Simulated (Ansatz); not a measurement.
# Calculations on BSiNH₅

**1. Relaxation**

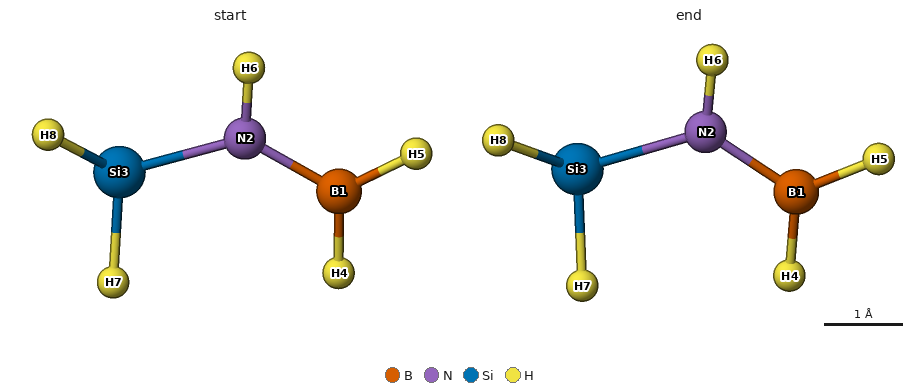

The structure of BSiNH₅ (multiplicity 2) before (left) and after (right) a relaxation, at one scale.

Style: ball-and-stick. Shown at a tilt.

The run prepares an end point of a later path (inversion) calculation, from a guessed geometry.

Theory: UKS LDA/6-31G (Ansatz).

Input file:
```yaml
crystal:
  periodic: [false, false, false]
  atoms:
    - { symbol: B, position_ang: [-0.4646, 1.06579, -0.7226] }
    - { symbol: "N", position_ang: [-0.27839, 0.23154, 0.38005] }
    - { symbol: Si, position_ang: [0.30125, -1.40791, 0.47378] }
    - { symbol: H, position_ang: [-0.18543, 0.66093, -1.7862] }
    - { symbol: H, position_ang: [-0.88822, 2.14861, -0.56544] }
    - { symbol: H, position_ang: [-0.54433, 0.61428, 1.2771] }
    - { symbol: H, position_ang: [0.97159, -1.79275, -0.75593] }
    - { symbol: H, position_ang: [1.08813, -1.5205, 1.69925] }
magnetization:
  spin_polarized: true
  initial_magnetization: 1
basis:
  gaussian: { orbitals: "6-31G" }
hamiltonian:
  xc: lda
relax:
  f_tol: 0.015
  max_steps: 40
output:
  orbitals: {}
```

Run as
```bash
ansatz run input.yaml --threads 1 --pin off --max-ram 2048MiB --backend cpu --events-out ev --progress --plain --runs-dir out
```

**Summarise the run.**

After 5 accepted moves (6 points after the start) the energy has fallen by 0.185 eV. The largest force component goes from 0.98 to 0.011 eV/Å. The line search rejected the trial step at point 3 of the run. The atom that moves furthest after the best rigid fit is H7 (0.14 Å). Largest moves by element: H 0.14 Å, N 0.09 Å, Si 0.06 Å, B 0.02 Å. Among the contacts that change: Si3–H8 1.461 → 1.528 Å, Si3–H7 1.452 → 1.518 Å, N2–Si3 1.741 → 1.804 Å, B1–H4 1.172 → 1.209 Å. Bond angles that change, for instance: B1–N2–Si3 130.5° → 124.8°, N2–Si3–H7 110.9° → 105.9°, H7–Si3–H8 116.2° → 112.3°.

**2. Relaxation**

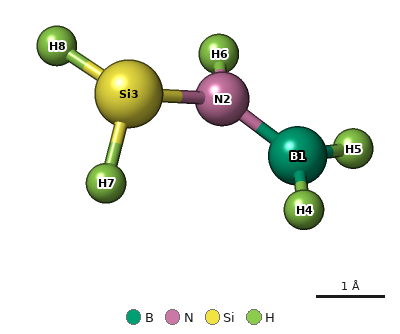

This is the input geometry for a relaxation of BSiNH5 (multiplicity 2). A ball-and-stick model, seen from a free direction.

The run prepares an end point of a later path (inversion) calculation, from a guessed geometry.

Computed with UKS LDA/6-31G (Ansatz 0.2.0).

Input
```yaml
crystal:
  periodic: [false, false, false]
  atoms:
    - { symbol: B, position_ang: [-0.4646, 1.06579, -0.7226] }
    - { symbol: "N", position_ang: [-0.27839, 0.23154, 0.38005] }
    - { symbol: Si, position_ang: [0.30125, -1.40791, 0.47378] }
    - { symbol: H, position_ang: [-0.18543, 0.66093, -1.7862] }
    - { symbol: H, position_ang: [-0.88822, 2.14861, -0.56544] }
    - { symbol: H, position_ang: [-0.54433, 0.61428, 1.2771] }
    - { symbol: H, position_ang: [-0.08626, -2.16381, -0.70439] }
    - { symbol: H, position_ang: [-0.13396, -1.94918, 1.75879] }
magnetization:
  spin_polarized: true
  initial_magnetization: 1
basis:
  gaussian: { orbitals: "6-31G" }
hamiltonian:
  xc: lda
relax:
  f_tol: 0.015
  max_steps: 40
```

Launched with:
```bash
ansatz run input.yaml --threads 1 --pin off --max-ram 2048MiB --backend cpu --events-out ev --progress --plain --runs-dir out
```

Q: What does the optimiser find from here?

A: The energy falls by 19.3 kJ/mol in 8 accepted moves (9 points after the start). Largest force component: 1.4 eV/Å at the start, 0.012 eV/Å at the end. The line search rejected the trial step at point 6 of the run. The largest move after the best rigid fit is that of H8, 0.31 Å. By element the largest moves are H 0.31 Å, N 0.12 Å, Si 0.10 Å, B 0.07 Å. Some distances before and after: Si3–H8 1.461 → 1.527 Å, Si3–H7 1.452 → 1.519 Å, N2–Si3 1.741 → 1.804 Å, B1–H4 1.172 → 1.209 Å. Bond angles that change, for instance: B1–N2–Si3 130.5° → 124.8°, N2–Si3–H7 110.9° → 106.0°, H7–Si3–H8 116.2° → 112.4°. The run took 16 s on 1 thread of Arm Neoverse V1, with other jobs on the host, peak memory 0.2 GiB.

Step by step:

```json
{"step": "0", "E − E(0), kJ/mol": "0.00", "largest force component, eV/Å": "1.3690", "note": ""}
{"step": "1", "E − E(0), kJ/mol": "-14.13", "largest force component, eV/Å": "0.7762", "note": ""}
{"step": "2", "E − E(0), kJ/mol": "-16.18", "largest force component, eV/Å": "0.5488", "note": ""}
{"step": "3", "E − E(0), kJ/mol": "-17.58", "largest force component, eV/Å": "0.2240", "note": ""}
{"step": "4", "E − E(0), kJ/mol": "-18.81", "largest force component, eV/Å": "0.1008", "note": ""}
{"step": "5", "E − E(0), kJ/mol": "-18.82", "largest force component, eV/Å": "0.1799", "note": ""}
{"step": "6", "E − E(0), kJ/mol": "-17.06", "largest force component, eV/Å": "0.2173", "note": "rejected"}
{"step": "7", "E − E(0), kJ/mol": "-19.31", "largest force component, eV/Å": "0.0389", "note": ""}
{"step": "8", "E − E(0), kJ/mol": "-19.33", "largest force component, eV/Å": "0.0319", "note": ""}
{"step": "9", "E − E(0), kJ/mol": "-19.34", "largest force component, eV/Å": "0.0124", "note": ""}
```

The structure at the end:

```xyz
8

B    -0.5058    1.0140   -0.7128
N    -0.2491    0.3034    0.4739
Si    0.3613   -1.3927    0.5478
H    -0.3345    0.4576   -1.7725
H    -0.8966    2.1563   -0.6512
H    -0.3722    0.7890    1.3705
H     0.0817   -1.9988   -0.8164
H    -0.3649   -2.1287    1.6718
```

After the run, drawn alike:

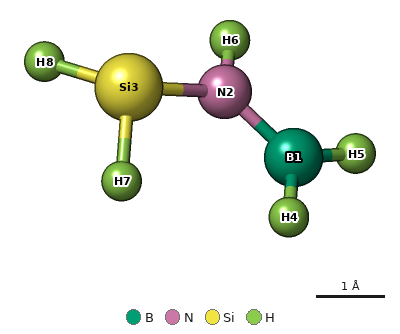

**3. Path**

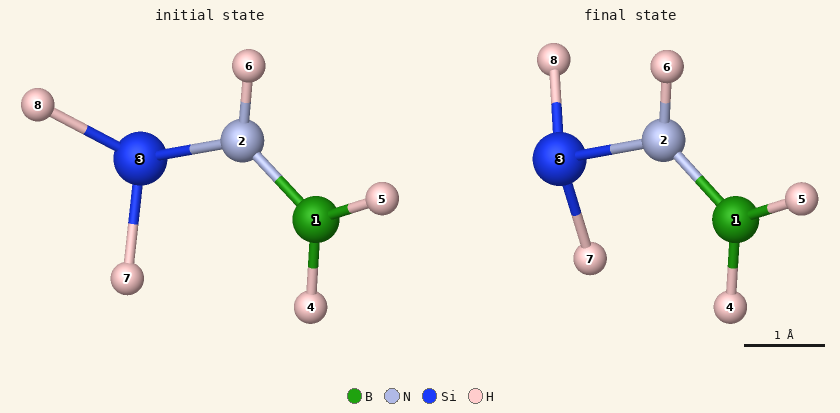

The two relaxed end points of a path for BSiNH₅ (multiplicity 2). Style: ball-and-stick. Shown at a tilt.

Level of theory: Ansatz 0.2.0, UKS LDA/6-31G.

The input:
```yaml
crystal:
  periodic: [false, false, false]
  atoms:
    - { symbol: B, position_ang: [-0.453524, 1.044063, -0.72024] }
    - { symbol: "N", position_ang: [-0.322141, 0.270181, 0.44728] }
    - { symbol: Si, position_ang: [0.251968, -1.439082, 0.491185] }
    - { symbol: H, position_ang: [-0.140263, 0.556191, -1.781433] }
    - { symbol: H, position_ang: [-0.866865, 2.177005, -0.640219] }
    - { symbol: H, position_ang: [-0.615056, 0.681814, 1.341539] }
    - { symbol: H, position_ang: [0.964614, -1.673373, -0.82855] }
    - { symbol: H, position_ang: [1.181267, -1.61681, 1.690447] }
magnetization:
  spin_polarized: true
  initial_magnetization: 1
basis:
  gaussian: { orbitals: "6-31G" }
hamiltonian:
  xc: lda
neb:
  order_check: false
  images: 9
  f_tol: 0.03
  max_iterations: 60
  initial_path: idpp
  final_atoms:
    - { symbol: B, position_ang: [-0.51056088, 1.01605757, -0.72440488] }
    - { symbol: "N", position_ang: [-0.08649991, 0.39212458, 0.46297614] }
    - { symbol: Si, position_ang: [0.97238005, -1.06652955, 0.53924924] }
    - { symbol: H, position_ang: [-0.17165464, 0.54176929, -1.78372114] }
    - { symbol: H, position_ang: [-1.20626335, 2.00277368, -0.6639821] }
    - { symbol: H, position_ang: [-0.3564225, 0.81372177, 1.35982118] }
    - { symbol: H, position_ang: [0.89784503, -1.71109851, -0.83390292] }
    - { symbol: H, position_ang: [0.46117621, -1.98882984, 1.64397348] }
```

Run as
```bash
ansatz run input.yaml --threads 1 --pin off --max-ram 2048MiB --backend cpu --events-out ev --progress --plain --runs-dir out
```

Question: Predict the minimum-energy path and its barrier.

Answer: The barrier is about 0.34 eV in both directions, with image 5 at the top; the ends have the same energy. The motion is an umbrella inversion at Si3. No bond forms or breaks between the ends. Among the angles between lasting bonds that change up to the highest image: H7–Si3–H8 112.3° → 127.3°, N2–Si3–H7 105.9° → 115.6°. The band converged in 7 iterations, with a climbing image at the top.

Energies of the converged images:

```tsv
image	path (Å)	E (eV)
0	0.00	0.000
1	0.18	0.002
2	0.35	0.014
3	0.53	0.079
4	0.71	0.239
5	0.89	0.337
6	1.06	0.241
7	1.24	0.082
8	1.41	0.015
9	1.59	0.002
10	1.76	0.000
```

The geometry at the top of the path:

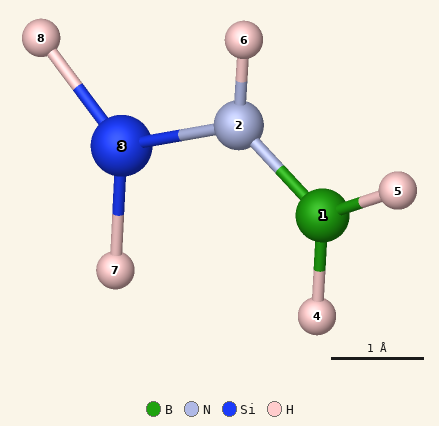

Cost: 90 s on 1 thread of Arm Neoverse V1 (shared host), peak memory 0.2 GiB.
